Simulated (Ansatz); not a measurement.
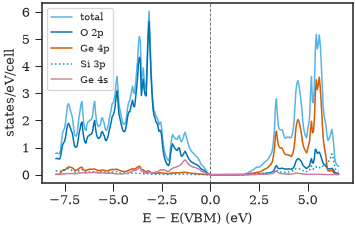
*Total and projected density of states of SiGeO3 in space group P4mm (No. 99; Si on 1b, Ge on 1a, O on 2c, O on 1b), LDA in the plane-wave PAW code Ansatz*

Problem. Which orbitals carry the states next to the gap?

Solution. Top 1 eV of the valence band: O 2p 55 %, Ge 4s 36 %, Ge 4p 6 %. Bottom 1 eV of the conduction band: Ge 4p 35 %, Si 3s 25 %, Si 3p 16 %, O 2s 10 %, O 2p 6 %. Projections are on Löwdin-orthogonalised atomic valence shells; empty p or d shells of many metals are not among them.

Problem. Where is the tallest occupied peak in this window, and what makes it?

Solution. Near -3.1 eV, about 6.0 states/eV per cell; the largest projected share is O 2p.

The start of the workflow was typed in or built on a structure type; neither database checked (COD, Materials Project) lists it. Whether it is the stable phase at ambient conditions was not checked. The LDA relaxation kept the symmetry of its start. At this level the phase is dynamically unstable (imaginary phonons). A crystal of weakly bound units computed without a dispersion correction: the cell and the soft elastic constants depend strongly on that. Spin–orbit coupling is left out wherever it is not named.

Potentials: the later of the program's two PAW sets.
